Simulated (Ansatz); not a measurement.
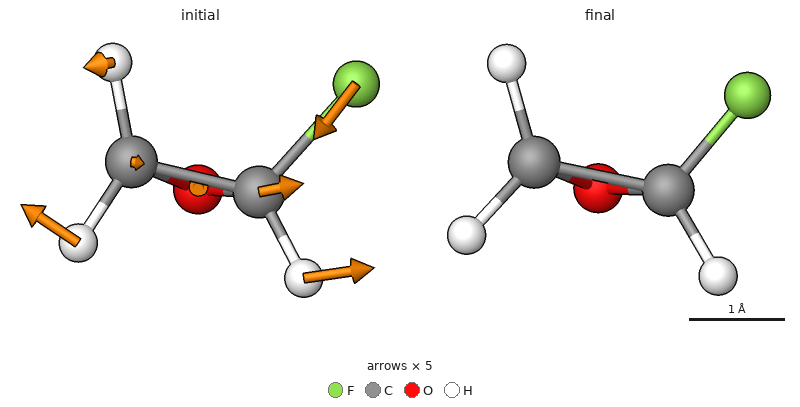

The structure of C₂H₃FO before (left) and after (right) a relaxation, at one scale. The orange arrows give the displacements, 5 times their true length.

The picture is a ball-and-stick view, seen face on.

Level of theory: RKS PBEsol/pcseg-2 in Ansatz 0.2.0.

Input
```yaml
crystal:
  periodic: [false, false, false]
  atoms:
    - {symbol: F, position_ang: [-1.265470, -1.350959, -0.021554]}
    - {symbol: C, position_ang: [-0.507818, -0.019291, -0.276317]}
    - {symbol: C, position_ang: [0.698190, 0.176219, 0.407002]}
    - {symbol: O, position_ang: [0.517179, -0.105943, -0.994027]}
    - {symbol: H, position_ang: [-1.244059, 0.732531, -0.493372]}
    - {symbol: H, position_ang: [0.886619, 1.228035, 0.555636]}
    - {symbol: H, position_ang: [1.050869, -0.688742, 0.943817]}
basis:
  gaussian: {orbitals: pcseg-2, nuclear_model: gaussian}
hamiltonian: {xc: {name: PBEsol}}
relax: {f_tol: 0.0001, max_steps: 3}
output: {forces: true}
```

Launched with:
```bash
ansatz run in.yaml --threads 2 --pin off --events-out ev --progress --plain --max-ram 32768MiB --backend cpu
```

Describe what moved and what it gained.

The relaxation stopped without meeting its thresholds, so the last structure isn't shown to be converged. The input was poor on purpose: steps. The largest moves after the best rigid fit, 0.16 Å, are those of F1 and H5. Largest moves by element: F 0.16 Å, H 0.16 Å, C 0.10 Å, O 0.05 Å. Near-neighbour distances that change, for instance: F1–C2 1.553 → 1.320 Å, C2–O4 1.254 → 1.358 Å, C2–C3 1.400 → 1.459 Å, C3–O4 1.441 → 1.469 Å. Among the angles between lasting bonds that change: H6–C3–H7 131.1° → 117.8°, C2–C3–H6 110.7° → 121.2°, O4–C3–H6 110.3° → 114.1°. After 2 geometry steps the energy has fallen by 16.5 kcal/mol. Largest force component: 6.3 eV/Å at the start, 1.9 eV/Å at the end.
